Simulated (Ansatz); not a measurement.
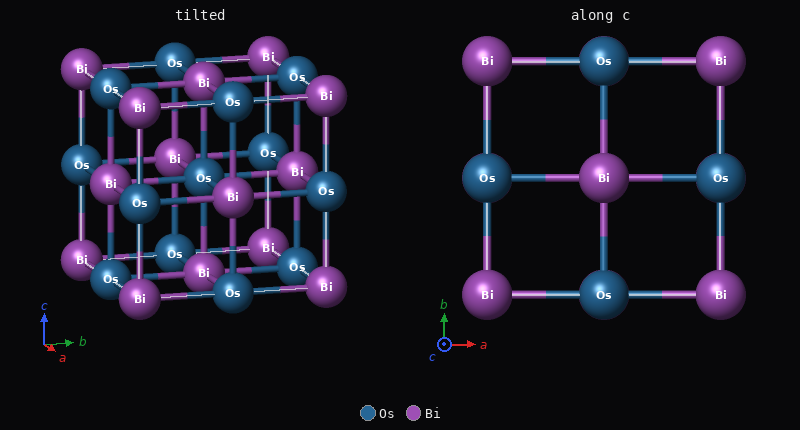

An orthographic ball-and-stick view of the structure, slightly off an axis and along the c axis. One conventional unit cell is framed, with atoms on its boundary repeated.

BiOs, rock salt (NaCl type), space group Fm-3m (No. 225), a = 5.592 Å, b = 5.592 Å, c = 5.592 Å, α = 90.00°, β = 90.00°, γ = 90.00°. The cell started as a structure type filled with these elements by a generator (whether the compound takes this form wasn't checked). Earlier steps of the study, as a rule a relaxation of our own, may have changed the cell and positions, so they can lie some per cent off the listed ones. A calculation with Ansatz used it as input.

This one geometry was computed with Ansatz (DFT, plane waves, PAW) at five levels of theory: PBE, PBE with spin-orbit coupling, PBEsol, LDA and r2SCAN.

Which level gives the highest pressure at this volume, and what does that say about its equilibrium volume?

Answer. Highest: PBE with spin-orbit coupling (1.7 GPa), which points to the largest equilibrium volume. Lowest, with the smallest volume: LDA (-8.2 GPa). Levels within 0.5 GPa of each other can't be told apart.

How does the band gap change with the level of theory?

Answer. All levels give a metal.

Collect the results in a table.

Answer.
| level | cutoff (eV) | k-mesh of the run's cell | gap (eV) | pressure (GPa) |
| --- | --- | --- | --- | --- |
| PBE | 420 | 10×10×10 | metal | 0.0 |
| PBE with spin-orbit coupling | 420 | 10×10×10 | metal | 1.7 |
| PBEsol | 420 | 10×10×10 | metal | -5.5 |
| LDA | 420 | 10×10×10 | metal | -8.2 |
| r2SCAN | 500 | 10×10×10 | metal | -3.4 |

Gaps are taken on the k-mesh or band path of each run.
